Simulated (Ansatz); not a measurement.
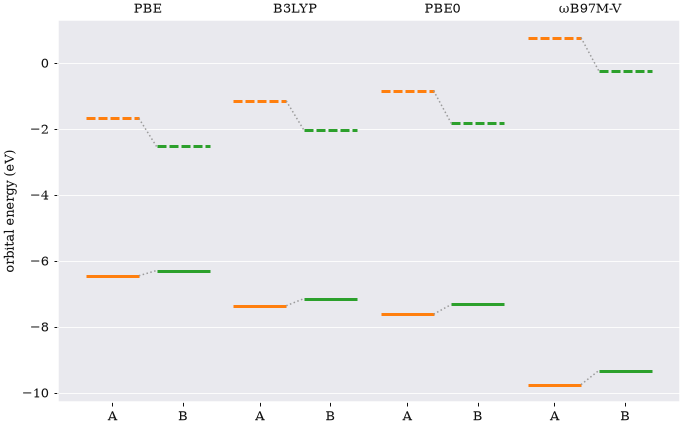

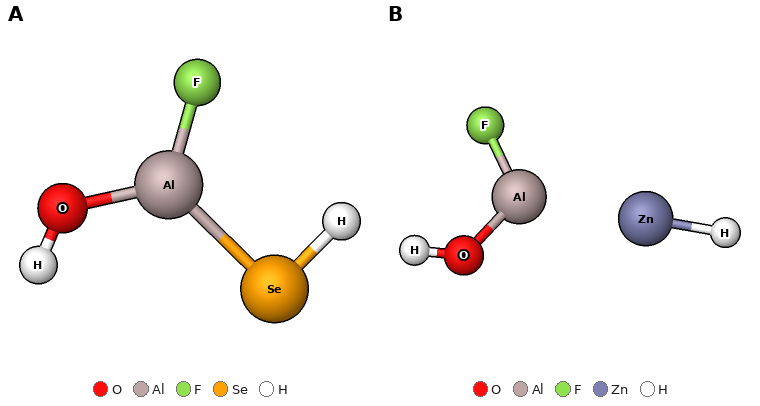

One change: A, AlH₂SeOF (SMILES [OH][Al]([F])[SeH]), becomes B, ZnAlH₂OF (SMILES [OH][Al]([F])[ZnH]). SeH on Al is replaced by ZnH. HOMO (solid) and LUMO (dashed) computed in def2-TZVPP at PBE0-D4/def2-TZVP geometries, both minima by their frequencies, gas phase, the Ansatz code 0.2.0. Empty levels above zero depend strongly on the basis.

Question: What does the change do to HOMO and LUMO?

Answer: PBE: the HOMO rises by 0.16 eV, the LUMO falls by 0.85 eV, and the separation goes from 4.77 to 3.76 eV. B3LYP: the HOMO rises by 0.22 eV, the LUMO falls by 0.89 eV, and the separation goes from 6.21 to 5.11 eV. PBE0: the HOMO rises by 0.30 eV, the LUMO falls by 0.99 eV, and the separation goes from 6.78 to 5.49 eV. ωB97M-V: the HOMO rises by 0.43 eV, the LUMO falls by 1.00 eV, and the separation goes from 10.52 to 9.10 eV.

Question: Do the functionals agree on the effect?

Answer: They agree on the direction for both levels; the HOMO shift lies between 0.16 and 0.43 eV and the LUMO shift between −1.00 and −0.85 eV, while the separations themselves differ by up to 5.7 eV between functionals.
